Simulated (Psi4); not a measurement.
**SnH3Cl (SnClH3): MP2.5/def2-TZVP (fitted SCF, core potential)**

Aim: the vertical electron affinity of SnH3Cl (SnClH3) at MP2.5/def2-TZVP (fitted SCF, core potential), from 2 runs. 

The calculation is run with Psi4 1.11.

1 further run of the same task is left out (it didn't finish).

### Step 1. The molecule

SnH3Cl has 5 atoms, charge 0, and is taken as a singlet. As SMILES, `[H][Sn]([H])([H])[Cl]`. The shape comes from GFN2-xTB, which is rough for such elements, and wasn't checked as a minimum.

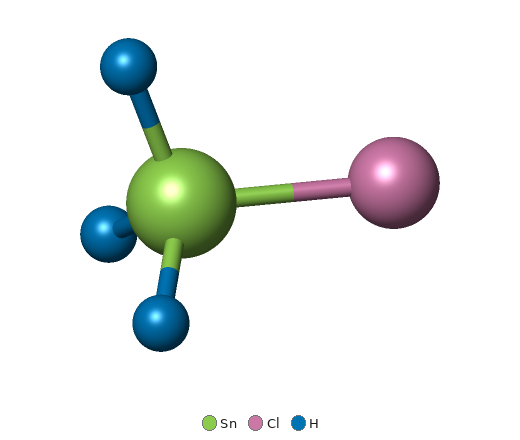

Viewed from a chosen angle; tin green, chlorine pink, hydrogen blue.

### Step 2. A single-point energy at MP2.5/def2-TZVP (fitted SCF, core potential)

clh3sn_ase.py

```python
import numpy as np
from ase.calculators.psi4 import Psi4
from ase import Atoms

mol = Atoms(['Sn', 'Cl', 'H', 'H', 'H'], positions=[
    [-0.000010, 0.000870, -0.142560],
    [0.011570, -0.019280, 2.138020],
    [1.586650, 0.010950, -0.675080],
    [-0.803020, 1.380470, -0.647070],
    [-0.795190, -1.373000, -0.673310],
])
calc = Psi4(atoms=mol, method='mp2.5', basis='def2-TZVP', memory='1600MB', num_threads=1, charge=0, multiplicity=1, label='calc')
calc.psi4.set_options({'scf_type': 'disk_df', 'num_frozen_docc': 9, 'mp_type': 'conv'})
mol.calc = calc

print(f'energy: {mol.get_potential_energy():.6f} eV')
```

Launch:

```bash
$ python clh3sn_ase.py
```

calc.dat:

```text
[...]
    !!!  WARNING: ECP capability is in beta. Please check occupations closely.  !!!
[...]
  Running in c1 symmetry.
[...]
  Nuclear repulsion =  116.592648937911861
[...]
  Multiplicity = 1
[...]
  Nalpha       = 21
  Nbeta        = 21
[...]
    Number of basis functions: 105
[...]
 WARNING: Atomic UHF is not converging! Try casting from a smaller basis or call Rob at CCMST.
   -------------------------
[...]
   @DF-RHF iter   1:  -674.58682749129878   -1.61463e+00   3.54255e-03 ADIIS/DIIS
[...]
   @DF-RHF iter  11:  -674.63378350462244   -3.97904e-12   2.85649e-09 DIIS
[...]
    Orbital Energies [Eh]
    ---------------------
    Doubly Occupied:
       1A   -104.813147     2A    -10.542691     3A     -8.009356
       4A     -8.008262     5A     -8.008262     6A     -5.889302
       7A     -4.081151     8A     -4.077667     9A     -4.077665
      10A     -1.355296    11A     -1.348993    12A     -1.348990
      13A     -1.341624    14A     -1.341620    15A     -1.067764
      16A     -0.690579    17A     -0.494970    18A     -0.494870
      19A     -0.492381    20A     -0.437469    21A     -0.437365
[...]
  @DF-RHF Final Energy:  -674.63378350462244
   => Energetics <=
    Nuclear Repulsion Energy =            116.5926489379118607
    One-Electron Energy =               -1245.7340115719209734
    Two-Electron Energy =                 454.5075791293866132
    Total Energy =                       -674.6337835046224427
[...]
 Multipole Moments:
 ------------------------------------------------------------------------------------
     Multipole            Electronic (a.u.)      Nuclear  (a.u.)        Total (a.u.)
 ------------------------------------------------------------------------------------
 L = 1.  Multiply by 2.5417464519 to convert [e a0] to [Debye]
 Dipole X            :         -0.1550696            0.1525141           -0.0025555
 Dipole Y            :          0.2779174           -0.2712675            0.0066499
 Dipole Z            :        -31.8807686           31.0085928           -0.8721758
 Magnitude           :                                                    0.8722049
[...]
	SCS-MP2 Total Energy (a.u.)        :  -675.11808458374765
	SOS-MP2 Total Energy (a.u.)        :  -675.10492720241007
	SCSN-MP2 Total Energy (a.u.)       :  -674.89461130303266
[...]
	SOS-PI-MP2 Total Energy (a.u.)     :  -675.14116902531680
[...]
	MP2 Total Energy (a.u.)            :  -675.14439934642292
[...]
```

The script printed:

```text
energy: -18371.890939 eV
```

It took 20 s on 1 thread of Intel Xeon Platinum 8259CL at 2.50GHz (Skylake/Cascade Lake), shared host; peak memory 0.98 GiB.

### Step 3. The doublet anion, same level

clh3sn.xyz

```xyz
5
ClH3Sn
Sn    -0.000010     0.000870    -0.142560
Cl     0.011570    -0.019280     2.138020
H      1.586650     0.010950    -0.675080
H     -0.803020     1.380470    -0.647070
H     -0.795190    -1.373000    -0.673310
```

job.py

```python
import psi4

psi4.set_memory(1600000000)
psi4.set_num_threads(1)
psi4.set_output_file('run.log', False)

with open('clh3sn.xyz') as f:
    atoms = ''.join(f.readlines()[2:])
geom = psi4.geometry('-1 2\n' + atoms + 'symmetry c1')

psi4.set_options({
    'reference': 'uhf',
    'scf_type': 'disk_df',
    'num_frozen_docc': 9,
    'mp_type': 'conv',
})

E, wfn = psi4.energy("mp2.5/def2-TZVP", molecule=geom, return_wfn=True)
print(f'total energy {E:.8f} hartree = {E * 27.211386:.5f} eV')
```

Launch:

```bash
$ python job.py
```

run.log:

```text
[...]
    !!!  WARNING: ECP capability is in beta. Please check occupations closely.  !!!
[...]
  Running in c1 symmetry.
[...]
  Nuclear repulsion =  116.592648937911861
[...]
  Multiplicity = 2
[...]
  Nalpha       = 22
  Nbeta        = 21
[...]
    Number of basis functions: 105
[...]
 WARNING: Atomic UHF is not converging! Try casting from a smaller basis or call Rob at CCMST.
   -------------------------
[...]
   @DF-UHF iter   1:  -674.41260282516805   -1.44039e+00   4.97009e-03 DIIS/ADIIS
[...]
   @DF-UHF iter  16:  -674.56905643457765   -1.13687e-11   6.97540e-09 DIIS
[...]
   @S^2 Observed:                7.577311859E-01
[...]
    Orbital Energies [Eh]
    ---------------------
    Alpha Occupied:
       1A   -104.615611     2A    -10.348024     3A     -7.815328
       4A     -7.812206     5A     -7.812205     6A     -5.681744
       7A     -3.873207     8A     -3.869851     9A     -3.869847
      10A     -1.149613    11A     -1.140838    12A     -1.140828
      13A     -1.134340    14A     -1.134330    15A     -0.888020
      16A     -0.501751    17A     -0.316605    18A     -0.306762
      19A     -0.306714    20A     -0.247748    21A     -0.247654
      22A      0.054409
    Alpha Virtual:
      23A      0.261437    24A      0.261525    25A      0.310670
[...]
  @DF-UHF Final Energy:  -674.56905643457765
   => Energetics <=
    Nuclear Repulsion Energy =            116.5926489379118607
    One-Electron Energy =               -1254.0380214169226747
    Two-Electron Energy =                 462.8763160444331106
    Total Energy =                       -674.5690564345776465
  UHF NO Occupations:
  HONO-2 :   20  A 1.9994358
  HONO-1 :   21  A 1.9975849
[...]
 Multipole Moments:
 ------------------------------------------------------------------------------------
     Multipole            Electronic (a.u.)      Nuclear  (a.u.)        Total (a.u.)
 ------------------------------------------------------------------------------------
 L = 1.  Multiply by 2.5417464519 to convert [e a0] to [Debye]
 Dipole X            :         -0.1499333            0.1525141            0.0025807
 Dipole Y            :          0.2677636           -0.2712675           -0.0035039
 Dipole Z            :        -30.6687869           31.0085928            0.3398059
 Magnitude           :                                                    0.3398338
[...]
	SCS-MP2 Total Energy (a.u.)        :  -675.07125966438275
	SOS-MP2 Total Energy (a.u.)        :  -675.05552643641181
	SCSN-MP2 Total Energy (a.u.)       :  -674.84970954054756
[...]
	SOS-PI-MP2 Total Energy (a.u.)     :  -675.09294720578362
[...]
	MP2 Total Energy (a.u.)            :  -675.10272612032452
[...]
```

On the terminal:

```text
total energy -675.11138233 hartree = -18370.71642 eV
```

It took 39 s on 1 thread of Intel Xeon Platinum 8259CL at 2.50GHz (Skylake/Cascade Lake), shared host; peak memory 0.97 GiB.

### Step 4. What came out

At MP2.5/def2-TZVP (fitted SCF, core potential), 9 core orbitals frozen:

```
                                                                 quantity          value
                                             singlet SnH3Cl: total energy  -675.15454 Eh
                      singlet SnH3Cl: HOMO energy (Hartree–Fock orbitals)      -11.90 eV
                      singlet SnH3Cl: LUMO energy (Hartree–Fock orbitals)        2.00 eV
                    singlet SnH3Cl: HOMO–LUMO gap (Hartree–Fock orbitals)       13.90 eV
              singlet SnH3Cl: correlation energy (9 core orbitals frozen)     -520.8 mEh
                                              doublet anion: total energy  -675.11138 Eh
doublet anion: HOMO energy (Hartree–Fock orbitals) (highest over α and β)        1.48 eV
 doublet anion: LUMO energy (Hartree–Fock orbitals) (lowest over α and β)        7.08 eV
               doublet anion: correlation energy (9 core orbitals frozen)     -542.3 mEh
                         doublet anion: ⟨S²⟩ of the reference determinant          0.758
                        vertical electron affinity (to the doublet anion)      -1.175 eV
```

**Reading.** The anion lies 1.17 eV (113 kJ/mol) above the neutral: the electron isn't bound at this level, and such a value depends on the basis. Without diffuse functions anions come out too high. The HOMO (doublet anion) lies at positive energy, 1.48 eV: the electron is unbound at this level or held by a compact basis; values depend on the basis.
